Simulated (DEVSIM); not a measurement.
System: abrupt Si n-p junction, at 300 K.

```
layer (left to right)  material  thickness (μm)  Nd (cm⁻³)  Na (cm⁻³)  τn (s)  τp (s)
---------------------  --------  --------------  ---------  ---------  ------  ------
1                            Si           0.760     1.2e17          -   0.001   0.001
2                            Si            42.0          -     2.4e15   0.001   0.001
```

Left contact: ohmic. Right contact: ohmic. Voltage is applied to the left contact. Recombination: SRH at mid-gap, radiative, Auger. Mobility is μmin + (μ − μmin)/(1 + (N/Nref)^α).

This is a model device: material constants are rounded textbook-type values typed into the input, and sizes, dopings and lifetimes were drawn at random. Values at 300 K.

```
parameter           Si
-------------  -------
gap (eV)         1.124
affinity (eV)     4.05
permittivity      11.7
Nc (cm⁻³)      2.86e19
Nv (cm⁻³)       3.1e19
μn (cm²/Vs)       1417
μp (cm²/Vs)        470
μn,min              52
μp,min              45
Nref,n          9.7e16
Nref,p          2.2e17
αn                0.68
αp                0.72
B (cm³/s)      4.7e-15
Cn (cm⁶/s)     2.8e-31
Cp (cm⁶/s)     9.9e-32
```

Simulated with DEVSIM: 1D drift-diffusion, Boltzmann statistics, complete ionisation; no tunnelling, impact ionisation, image-force lowering or self-heating.

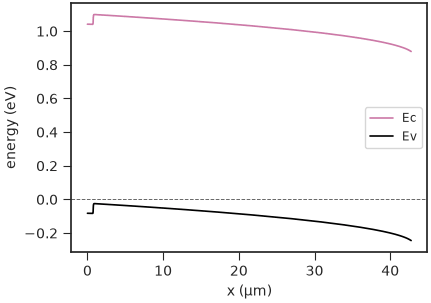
Band edges at -0.9 V on the left contact

Energies count from the Fermi level of the right contact; mesh points crowd at the junctions.

```tsv
x (μm)	Ec (eV)	Ev (eV)	n (cm⁻³)	p (cm⁻³)	field (V/cm)
0.000	1.042	-0.082	1.2e17	970	-11
0.03159	1.042	-0.083	1.2e17	6.6e13	-11
0.1021	1.041	-0.083	1.2e17	2.1e14	-11
0.2591	1.041	-0.083	1.2e17	5.4e14	-11
0.5737	1.041	-0.083	1.2e17	1.2e15	-11
0.6906	1.041	-0.083	1.2e17	1.4e15	46
0.7431	1.046	-0.078	9.8e16	1.9e15	4600
0.7785	1.082	-0.042	2.4e16	7.7e15	7000
0.8361	1.097	-0.026	1.3e16	1.4e16	650
0.9717	1.099	-0.025	1.3e16	1.5e16	-24
1.291	1.098	-0.026	1.2e16	1.5e16	-27
2.405	1.095	-0.029	1.2e16	1.5e16	-28
4.665	1.089	-0.036	1.2e16	1.4e16	-29
9.985	1.073	-0.051	1.1e16	1.3e16	-31
26.98	1.009	-0.115	6.9e15	9.3e15	-46
36.07	0.958	-0.166	4.0e15	6.4e15	-72
39.93	0.925	-0.199	2.3e15	4.7e15	-110
41.57	0.904	-0.220	1.2e15	3.6e15	-160
42.38	0.889	-0.235	4.8e14	2.9e15	-230
42.61	0.883	-0.241	2.0e14	2.6e15	-270
42.71	0.881	-0.243	7.1e13	2.5e15	-280
42.76	0.879	-0.245	48000	2.4e15	-290
```
